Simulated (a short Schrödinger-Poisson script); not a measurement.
System: symmetric double-gate stack, Si3N4 on p-type Ge(100), at 400 K.

```csv
layer,material,thickness (nm),Na (cm⁻³)
1,Si3N4,2.1,-
2,Ge,3,9e16
3,Si3N4,2.1,-
```

The device is made up for the run: typed textbook-type constants, with dimensions and the other settings drawn at random. Si3N4: permittivity 7.5, conduction-band edge (eV) 1.9, gap (eV) 5.1, electron mass (mₑ) 0.5. Ge: permittivity 16, conduction-band edge (eV) 0, gap (eV) 0.664, Nv at 300 K (cm⁻³) 6e18.

Channel valleys (confinement mass, in-plane density-of-states mass, number): L4 0.12, 0.295, 4. At the gates, both at one voltage, the conduction-band edge of layer 1 lies 2.15 eV − eVg above the Fermi level of the channel. Gaps are held at their typed values at every temperature. Mesh 0.03 nm at interfaces.

From a short Schrödinger-Poisson script (our own, NumPy): 1D Poisson equation in equilibrium, electrons quantum, Hartree (BenDaniel-Duke, 12 states a valley, the channel's in-plane mass for all, wave functions ending at the dielectric), parabolic valleys, classical holes, full ionisation, no traps, pinning or gate leakage.

Only gate voltages with over 1e8 electrons/cm² are shown.

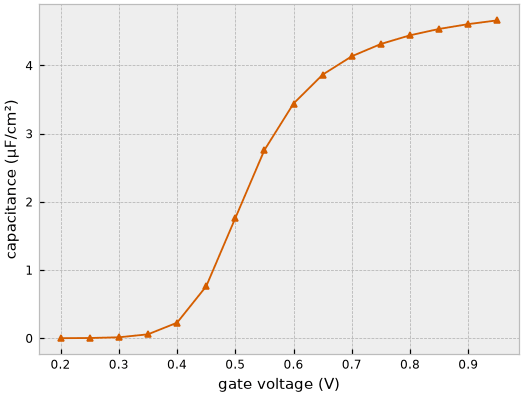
*Quasi-static capacitance against gate voltage*

```csv
Vg (V),electrons (cm⁻²),C (μF/cm²),L4 E0 (meV),L4 E1 (meV)
0.2,1.60e8,< 0.003,398.9,1442.9
0.25,6.82e8,0.00321,349.0,1392.9
0.3,2.90e9,0.0136,299.0,1343.0
0.35,1.23e10,0.0572,249.3,1293.3
0.4,5.06e10,0.228,200.5,1244.4
0.45,1.90e11,0.761,154.7,1198.4
0.5,5.72e11,1.76,116.3,1159.6
0.55,1.28e12,2.76,87.8,1130.4
0.6,2.26e12,3.44,67.3,1108.8
0.65,3.40e12,3.87,52.0,1092.3
0.7,4.65e12,4.13,39.8,1078.8
0.75,5.97e12,4.31,29.8,1067.4
0.8,7.34e12,4.44,21.2,1057.3
0.85,8.74e12,4.54,13.7,1048.3
0.9,1.02e13,4.61,6.9,1040.0
0.95,1.16e13,4.66,0.7,1032.2
```

Subbands count from the Fermi level. The capacitance is that of both gates.

Only the L valleys are kept; under strong confinement the Δ valleys of Ge fill too.
